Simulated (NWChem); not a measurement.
# SiH2F2 (SiF2H2) at 6 levels

Wanted: a comparison of 6 runs (HF/3-21G, B3LYP/6-31G*, PBE/STO-3G, TPSSh/STO-3G, PBE0/def2-SVP, CCSD/cc-pVDZ) of SiH2F2 (SiF2H2). 

Program for the calculation: NWChem 7.3.0.

### Step 1. Starting point

The species is SiH2F2 (5 atoms), meant as a singlet with charge 0. As SMILES, `[H][Si]([H])(F)F`. The shape is that of a GFN2-xTB optimisation.

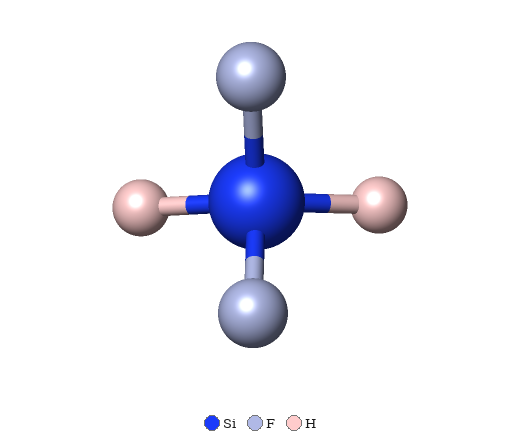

The structure, seen from a chosen angle (silicon blue, fluorine light blue, hydrogen pink).

### Step 2. Energy and gradient at HF/3-21G (run 1)

The input, a.nw:

```
START a
memory stack 880 mb heap 220 mb global 1100 mb
GEOMETRY units angstroms noautosym nocenter noautoz
   Si    -0.091360     0.000560    -0.064290
   F      0.009240    -0.018840     1.526500
   F      1.436020     0.010630    -0.519740
   H     -0.680140     1.257800    -0.455540
   H     -0.673740    -1.250150    -0.486920
END
BASIS spherical bse
   * library 3-21G
END
SCF
   thresh 1e-08
   maxiter 80
   print medium
END
TASK scf gradient
```

Command:

```console
$ nwchem a.nw > a.out
```

Standard output:

```text
[...]
  functions       =    35
[...]
  wavefunction    = RHF
[...]
         Total SCF energy =   -486.470139129938
      One-electron energy =   -914.904433797573
      Two-electron energy =    309.357587576163
 Nuclear repulsion energy =    119.076707091472
        Time for solution =      0.4s
[...]
                         RHF ENERGY GRADIENTS
    atom               coordinates                        gradient
                 x          y          z           x          y          z
   1 Si     -0.172645   0.001058  -0.121490    0.001054   0.000174   0.000355
   2 F       0.017461  -0.035602   2.884667    0.002803   0.000331  -0.024716
   3 F       2.713684   0.020088  -0.982166   -0.022323  -0.000177   0.011295
   4 H      -1.285278   2.376897  -0.860846    0.009313  -0.004507   0.006521
   5 H      -1.273184  -2.362441  -0.920145    0.009152   0.004178   0.006545
[...]
```

It took 1.2 s on 1 thread of Intel Xeon 6975P-C (Granite Rapids), shared host; peak memory 0.097 GiB.

### Step 3. Energy and gradient at B3LYP/6-31G(d) (spherical functions) (run 2)

The input, mymol.nw:

```
start mymol
title "SiF2H2"
memory total 2200 mb
geometry noautosym nocenter noautoz
 Si   -0.091360    0.000560   -0.064290
 F     0.009240   -0.018840    1.526500
 F     1.436020    0.010630   -0.519740
 H    -0.680140    1.257800   -0.455540
 H    -0.673740   -1.250150   -0.486920
end
basis "ao basis" spherical bse
 Si library 6-31G*
 F library 6-31G*
 H library 6-31G*
end
dft
 xc b3lyp
 grid xfine
 convergence energy 1e-08
 maxiter 100
 mulliken
 print low
end
task dft gradient
```

Command:

```console
$ nwchem mymol.nw > mymol.out
```

Standard output:

```text
[...]
 d= 0,ls=0.0,diis     1   -490.4091444405 -6.09D+02  2.40D-02  6.59D-01     0.9
[...]
 d= 0,ls=0.0,diis     7   -490.4821333182 -4.44D-09  3.33D-07  5.12D-10     5.4
         Total DFT energy =     -490.482133318235
      One electron energy =     -918.491696089657
           Coulomb energy =      351.709038527604
    Exchange-Corr. energy =      -42.776182847653
 Nuclear repulsion energy =      119.076707091472
[...]
      Total Density - Mulliken Population Analysis
     ---------------------------------------------
    Atom       Charge   Shell Charges
 -----------   ------   -------------------------------------------------------
    1 Si  14    13.02   2.00  2.00  5.96  0.89  1.52  0.14  0.17  0.34
    2 F    9     9.40   2.00  0.93  3.32  1.03  2.11  0.01
    3 F    9     9.40   2.00  0.93  3.32  1.03  2.11  0.01
    4 H    1     1.09   0.52  0.57
    5 H    1     1.09   0.52  0.57
[...]
                         DFT ENERGY GRADIENTS
    atom               coordinates                        gradient
                 x          y          z           x          y          z
   1 Si     -0.172645   0.001058  -0.121490   -0.019929   0.000297  -0.014194
   2 F       0.017461  -0.035602   2.884667    0.006316   0.000161  -0.010464
   3 F       2.713684   0.020088  -0.982166   -0.007716  -0.000120   0.009644
   4 H      -1.285278   2.376897  -0.860846    0.010752  -0.009298   0.007433
   5 H      -1.273184  -2.362441  -0.920145    0.010576   0.008960   0.007582
 Task  times  cpu:        6.9s     wall:        6.9s
 Total times  cpu:        6.9s     wall:        6.9s
```

It took 7.5 s on 1 thread of Intel Xeon 6975P-C (Granite Rapids), shared host; peak memory 0.12 GiB.

Runs 3 to 4 aren't shown in full; the table further down has their settings and results.

### Step 4. Energy and gradient at PBE0/def2-SVP (run 5)

The input, f2h2si.nw:

```
start f2h2si
title "SiF2H2"
memory 2200 mb
charge 0
geometry units angstroms noautosym nocenter noautoz
   Si   -0.091360    0.000560   -0.064290
   F     0.009240   -0.018840    1.526500
   F     1.436020    0.010630   -0.519740
   H    -0.680140    1.257800   -0.455540
   H    -0.673740   -1.250150   -0.486920
end
basis spherical bse
   * library def2-SVP
end
dft
   xc pbe0
   grid xfine
   convergence energy 1e-08
   maxiter 100
   mulliken
   noprint "final vectors analysis"
end
task dft gradient
```

Command:

```console
$ nwchem f2h2si.nw > f2h2si.out
```

Standard output:

```text
[...]
          Wavefunction type:  closed shell.
          No. of atoms     :     5
          No. of electrons :    34
[...]
          Charge           :     0
          Spin multiplicity:     1
[...]
          AO basis - number of functions:    56
[...]
              XC Information
              --------------
                         PBE0 Method XC Functional
                     Hartree-Fock (Exact) Exchange  0.250
          PerdewBurkeErnzerhof Exchange Functional  0.750
            Perdew 1991 LDA Correlation Functional  1.000 local
           PerdewBurkeErnz. Correlation Functional  1.000 non-local
[...]
 d= 0,ls=0.0,diis     1   -489.8446849490 -6.09D+02  2.16D-02  6.61D-01     0.8
[...]
 d= 0,ls=0.0,diis     7   -489.9193881224 -2.76D-09  3.71D-07  5.33D-10     5.2
         Total DFT energy =     -489.919388122423
      One electron energy =     -917.934002712265
           Coulomb energy =      351.330287801934
    Exchange-Corr. energy =      -42.392380303564
 Nuclear repulsion energy =      119.076707091472
[...]
      Total Density - Mulliken Population Analysis
     ---------------------------------------------
    Atom       Charge   Shell Charges
 -----------   ------   -------------------------------------------------------
    1 Si  14    13.10   2.00  1.98  0.97  0.10  5.93  1.18  0.51  0.43
    2 F    9     9.34   1.99  1.12  0.80  3.35  2.07  0.01
    3 F    9     9.34   1.99  1.12  0.80  3.35  2.07  0.01
    4 H    1     1.11   0.76  0.35  0.01
    5 H    1     1.11   0.76  0.35  0.01
[...]
  wavefunction    = closed shell
                         DFT ENERGY GRADIENTS
    atom               coordinates                        gradient
                 x          y          z           x          y          z
   1 Si     -0.172645   0.001058  -0.121490   -0.011634   0.000250  -0.008401
   2 F       0.017461  -0.035602   2.884667    0.005567   0.000240  -0.017007
   3 F       2.713684   0.020088  -0.982166   -0.014119  -0.000158   0.011199
   4 H      -1.285278   2.376897  -0.860846    0.010184  -0.010628   0.007013
   5 H      -1.273184  -2.362441  -0.920145    0.010001   0.010295   0.007195
[...]
```

Run time: 7.2 s. Hardware: 1 thread of Intel Xeon 6975P-C (Granite Rapids), shared host; peak memory 0.12 GiB.

### Step 5. A single-point energy at CCSD/cc-pVDZ (run 6)

The input, input.xyz:

```xyz
5
F2H2Si
Si    -0.091360     0.000560    -0.064290
F      0.009240    -0.018840     1.526500
F      1.436020     0.010630    -0.519740
H     -0.680140     1.257800    -0.455540
H     -0.673740    -1.250150    -0.486920
```

The input, run.py:

```python
from ase.io import read
from ase.calculators.nwchem import NWChem

system = read('input.xyz')

calc = NWChem(
    label='input',
    theory='ccsd',
    memory='2200 mb',
    basis='cc-pVDZ',
    basispar='spherical bse',
    scf={'nopen': '0', 'rhf': None, 'thresh': '1e-08', 'maxiter': '80'},
    ccsd={'freeze': 'core 7', 'maxiter': '60'},
    task='energy',
)
system.calc = calc

print("Total energy (eV):", round(system.get_potential_energy(), 6))
```

Command:

```console
$ export ASE_NWCHEM_COMMAND="nwchem PREFIX.nwi > PREFIX.nwo"
$ python run.py
```

Standard output:

```text
Total energy (eV): -13322.056264
```

The calculator wrote input.nwi:

```
title "input"

permanent_dir input

scratch_dir input

start input

geometry units angstrom nocenter noautosym noautoz
  Si -9.1359999999999997e-02 5.5999999999999995e-04 -6.4290000000000000e-02
  F  9.2399999999999999e-03 -1.8839999999999999e-02 1.5265000000000000e+00
  F  1.4360200000000001e+00 1.0630000000000001e-02 -5.1973999999999998e-01
  H  -6.8013999999999997e-01 1.2578000000000000e+00 -4.5554000000000000e-01
  H  -6.7374000000000001e-01 -1.2501500000000001e+00 -4.8692000000000002e-01
end

memory 2200 mb

basis spherical bse noprint
   * library cc-pVDZ
end

scf
  nopen 0
  rhf
  thresh 1e-08
  maxiter 80
end
ccsd
  freeze core 7
  maxiter 60
end

task ccsd energy
```

input.nwo, cut to the lines that bear on the results:

```text
[...]
      One-electron energy =   -917.945275484338
[... 1 line left out ...]
 Nuclear repulsion energy =    119.076707091472
[... 35 lines left out ...]
                       ROHF Final Molecular Orbital Analysis
[... 212 lines left out ...]
 MP2 Corr. energy:             -0.472206194290242
[...]
             energy      energy      error      ampl     ampl      Block
[... 6 lines left out ...]
[...]
 Total CCSD energy:           -489.576541692102978
[...]
```

It took 29 s on 1 thread of Intel Xeon 6975P-C (Granite Rapids), shared host; peak memory 0.12 GiB.

### Step 6. All runs side by side

```tsv
run	level	iteration cap	module	energy (Eh)	dipole moment (D)	largest force (eV/Å)	wall time
1	HF/3-21G	80	scf	-486.470139	2.80	1.287	1.2 s
2	B3LYP/6-31G* (spherical functions)	100	dft	-490.482133	–	1.258	7.5 s
3	PBE/STO-3G	100	dft	-483.768052	0.91	2.408	2.9 s
4	TPSSh/STO-3G	100	dft	-484.165889	1.04	2.100	4.2 s
5	PBE0/def2-SVP	100	dft	-489.919388	1.97	0.927	7.2 s
6	CCSD/cc-pVDZ	80	ccsd	-489.576542	–	–	29 s
```

### Step 7. Results

```
                                          quantity          value
                               run 6: total energy  -489.57654 Eh
        run 6: HOMO energy (Hartree–Fock orbitals)      -13.96 eV
        run 6: LUMO energy (Hartree–Fock orbitals)        3.95 eV
      run 6: HOMO–LUMO gap (Hartree–Fock orbitals)       17.91 eV
run 6: correlation energy (7 core orbitals frozen)     -490.2 mEh
```

What this shows: Over runs 1, 3, 4, 5 the dipole moment (its size) runs from 0.91 D (PBE/STO-3G) to 2.80 D (HF/3-21G). The two ends differ in method and basis. Totals of different functionals can't be ranked against each other. In runs 3, 4 the basis is minimal, so the values are rough. All runs together took 52 s, the longest 29 s.
